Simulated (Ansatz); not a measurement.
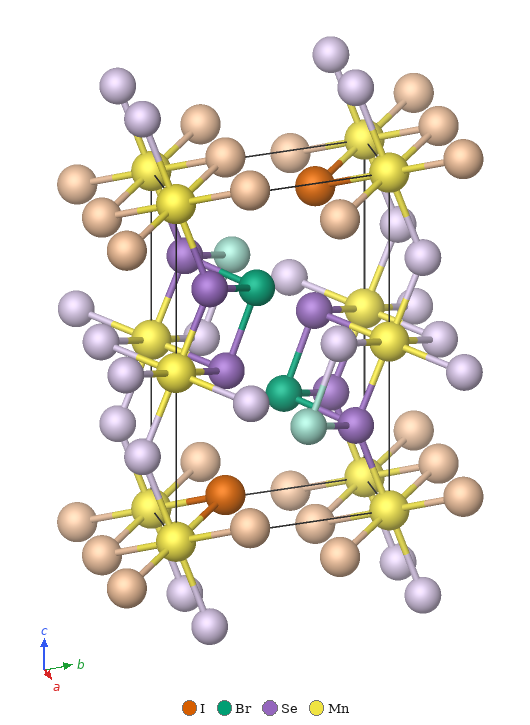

A ball-and-stick rendering, viewed slightly off an axis. Lines trace the edges of the simulation cell. Atoms just outside the outline that bond to atoms inside are added, in fainter colours.

```
CELL_PARAMETERS angstrom
0.00000 4.02384 0.00000
6.63960 -2.01192 0.00000
0.22330 0.00000 -10.07233
ATOMIC_POSITIONS crystal
I 0.36336 0.72672 0.92290
I 0.63664 0.27328 0.07710
Br 0.29385 0.58770 0.31524
Br 0.70615 0.41230 0.68476
Se 0.07442 0.14884 0.74199
Se 0.92558 0.85116 0.25801
Se 0.36110 0.72220 0.55477
Se 0.63890 0.27780 0.44523
Mn 0.00000 0.00000 0.50000
Mn 0.00000 0.00000 0.00000
```

Computational set-up: DFT, PAW plane waves, PBE in Ansatz, an energy cutoff of 420 eV, k-point mesh 7×7×3, Fermi-Dirac smearing of 0.1 eV, no spin polarisation (a spin-restricted run, not always the ground state).

### What are the atomic charges by Bader's partition?

Mn +0.80 e; Se -0.20 e; I -0.30 e; Br -0.09 e.

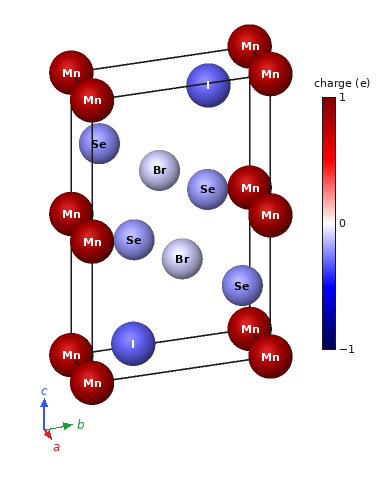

The atoms coloured by those charges.

The geometry is that of a generated cell, made by putting these elements into a known structure type (the compound may or may not exist in this form), without relaxation. It went into a calculation with Ansatz.

At this level of theory the cell isn't at rest (stretched, at -5 GPa and forces up to 2.5 eV/Å), so its distances can differ from those at equilibrium, the more so the softer the solid.
